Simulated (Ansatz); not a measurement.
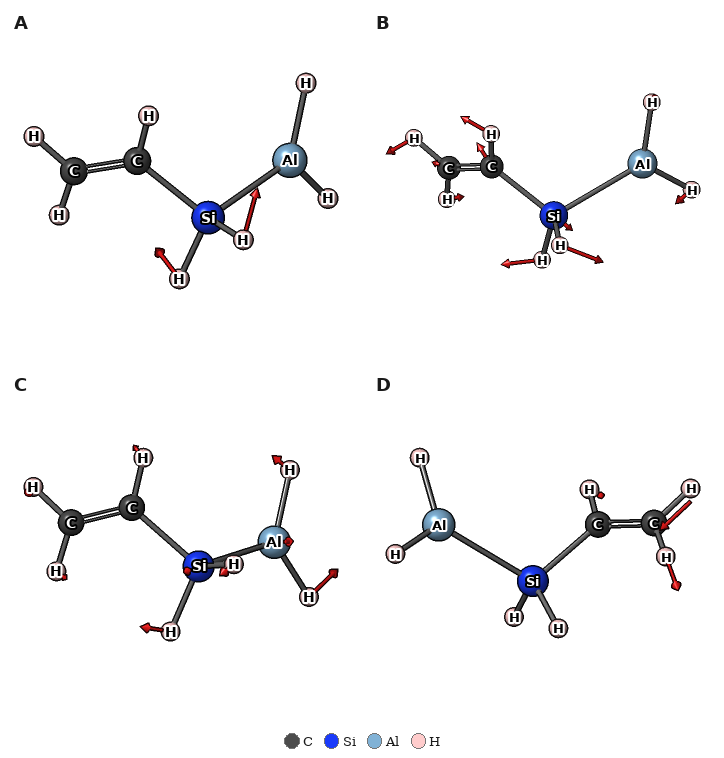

4 normal modes of one molecule or complex, as arrows. Harmonic vibrations computed with RKS PBE0-D4/def2-TZVP (Ansatz 0.2.0) at a stationary point of the same level.

**Match the panels to the wavenumbers 376 cm⁻¹, 664 cm⁻¹, 915 cm⁻¹, 3213 cm⁻¹.**

A: 915 cm⁻¹, H–Si–H bending
B: 664 cm⁻¹
C: 376 cm⁻¹
D: 3213 cm⁻¹, out-of-phase stretching of 2 C–H bonds
